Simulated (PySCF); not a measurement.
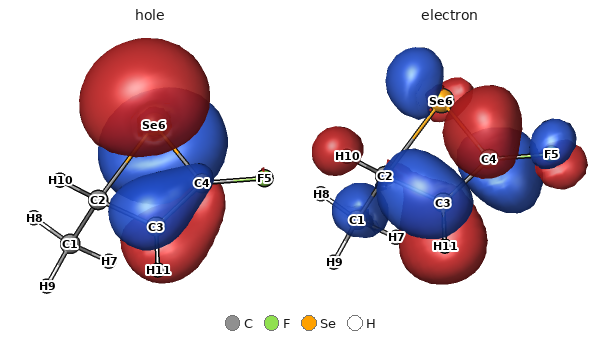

*C4H5FSe, SMILES `CC1C=C(F)[Se]1`. Leading natural transition orbital pair of S₃ (full linear response singlet states); the surfaces enclose about 78 % of each orbital's density.*

Method: PBE0/cc-pVDZ; geometry: GFN2-xTB; program: PySCF. No frequency check shows the geometry to be a minimum. GFN2-xTB bond lengths at metals and heavier atoms can be off by up to 0.1 Å and shapes distorted, which carries into these values. Without diffuse functions Rydberg states are missing, so the states' numbers hold for this basis only.

Geometry (Å), atoms numbered from 1:

```
C1       2.3254    0.6680   -0.4587
C2       1.1538    0.5072    0.4801
C3       0.0350    1.5003    0.3204
C4      -0.9803    0.7096   -0.0029
F5      -2.2526    0.9667   -0.2685
Se6     -0.1280   -1.0031    0.0147
H7       1.9813    0.7453   -1.4876
H8       3.0044   -0.1779   -0.3766
H9       2.8689    1.5772   -0.2049
H10      1.4797    0.3828    1.5147
H11      0.0880    2.5671    0.4390
```

Q: Give its energy and the atoms that hole and electron lie on.

A: 5.75 eV (216 nm), f = 0.034; the leading pair carries 79 %; hole on Se6 (61 %), C3 (16 %) and C4 (10 %), electron on C4 (29 %), C3 (23 %) and Se6 (19 %) (shares are of the whole state, not of the leading pair alone); their centroids lie 0.8 Å apart; S₂ lies within 0.1 eV of it. In canonical orbitals it is mainly HOMO → LUMO+1 (77 %). The HOMO–LUMO gap is 5.36 eV.
